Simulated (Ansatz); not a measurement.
Appearance energy of a fragment ion: SiH(OH)2(SiH3) → [SiH3]+ + SiH(OH)2 + e⁻

Species: SiH(OH)2(SiH3), singlet; [SiH3]+ `[SiH3+]`, singlet; SiH(OH)2, doublet. 

Shapes, held fixed at every level: PBE0-D4/def2-TZVP. Flexible molecules stand in one conformer, not always the lowest. Programs: Ansatz 0.2.0. Electronic energies: no zero-point or thermal term.

```tsv
level	kind	ΔE (eV)	less CCSD(T)/CBS estimate	CPU time (sum over the molecules)
HF/def2-TZVPP	Hartree–Fock	+10.11	-1.48	–
PBE-D4/def2-TZVPP	GGA	+11.52	-0.07	20 s
B3LYP-D4/def2-TZVPP	global hybrid	+11.49	-0.10	31 s
BHLYP-D4/def2-TZVPP	global hybrid	+11.40	-0.19	23 s
r2SCAN0-D4/def2-TZVPP	global hybrid	+11.54	-0.05	36 s
B2PLYP/def2-TZVPP	double hybrid	+11.31	-0.28	36 s
CCSD(T)/CBS estimate	coupled cluster or CI	+11.59	0.00	5.9 min
```

The highest level, CCSD(T)/CBS estimate, gives ΔE = +11.59 eV; the levels span +10.11 to +11.59. The column of differences is taken from that level and isn't an error. No measured value is set beside it here. Open shells run unrestricted unless RO is named. The CBS estimate extrapolates MP2 from def2-TZVPP and def2-QZVPP and adds CCSD(T) − MP2 in the triple-zeta set, cores frozen. The onset seen in experiment also holds zero-point changes and kinetic shifts. Times are processor times on shared x86 and Arm servers, and rough.

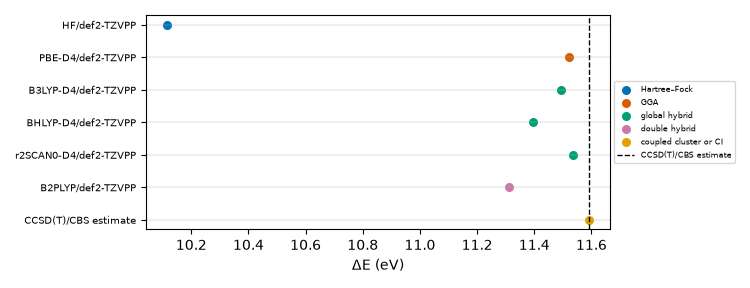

The values of the table, level by level.
